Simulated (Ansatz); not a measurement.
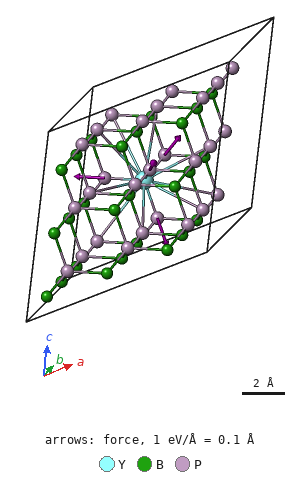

Starting geometry of a defect cell of composition YB26P27 with the computed forces as purple arrows. Style: ball-and-stick. Shown: the cell of the calculation (origin shifted), slightly off an axis.

Computed with DFT, PBE, plane-wave PAW, default files, scalar-relativistic (Ansatz). (plane-wave cutoff 420 eV; k-point mesh 3 × 3 × 3; occupations fermi dirac; smearing width 0.01 eV; no spin polarisation; atoms relaxed in a fixed cell; force threshold 0.03 eV/Å; at most 40 steps)

Is this structure relaxed? If not, where do the atoms go?

Answer. It isn't relaxed: the largest force vector, on P atoms, is 15.47 eV/Å. The atoms end up moving mostly along the starting forces (cosine between the two patterns 0.99). After 5 geometry steps the energy has fallen by 12.791 eV per cell of the calculation. The largest force component goes from 8.9 to 0.0037 eV/Å. The largest moves, 0.49 Å, are those of P atoms. Largest moves by element: P 0.49 Å, B 0.05 Å. Y stays in place. The lattice vectors keep their values. Some distances before and after: P–Y 1.965 → 2.455 Å, P–P 3.209 → 2.826 Å, B–P 1.965 → 1.908 Å, B–P 1.965 → 1.983 Å. Among the angles between lasting bonds that change: P–B–P 109.5° → 95.1°, Y–P–B 109.5° → 95.8°, B–P–B 109.5° → 119.0°. Cost: 5.8 min on 1 thread of Arm Neoverse V1 (shared host), peak memory 1.2 GiB.
